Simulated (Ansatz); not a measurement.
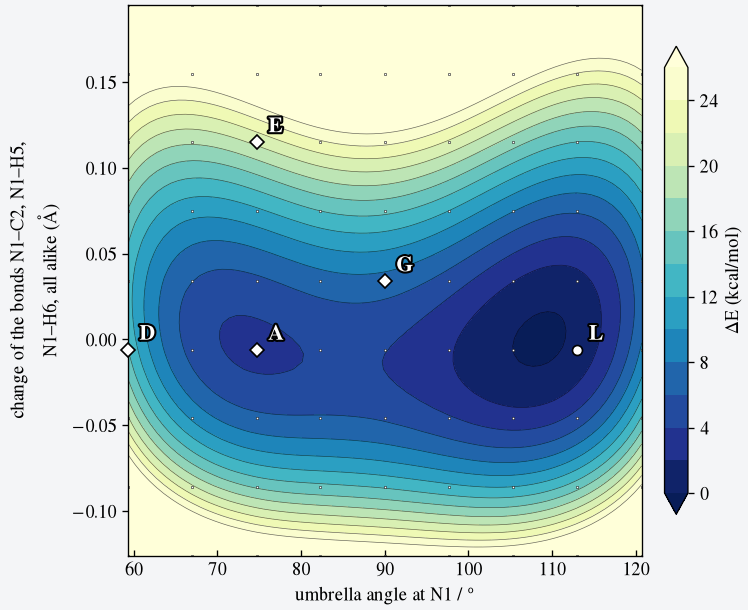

CH5NO2, SMILES NC(O)O. First axis: umbrella angle at N1 (between each of its bonds and their common axis; 90 is planar). Second axis: change of the bonds N1–C2, N1–H5, N1–H6, all alike. Nothing is relaxed (all other coordinates rigid). The grid has 9 × 9 points. Points are written as (first, second). All energies are given in kcal/mol relative to the lowest grid point. Method: Ansatz, RKS r2SCAN0-D4/def2-TZVP.

In the figure: filled contours, dots at the grid points, one colour for all values above the top of the scale, lettered points. Between grid points the surface is interpolated.

> What kind of point is each of A, E, G: minimum, saddle, maximum or slope?

A: minimum; E: on a slope; G: on a slope. (In these two coordinates alone; a stationary point may lie a little off the grid point.)

> Rank the lettered points by energy, lowest first.

L (0.6 kcal/mol), A (3.6 kcal/mol), G (7.3 kcal/mol), D (14.1 kcal/mol), E (20.5 kcal/mol).
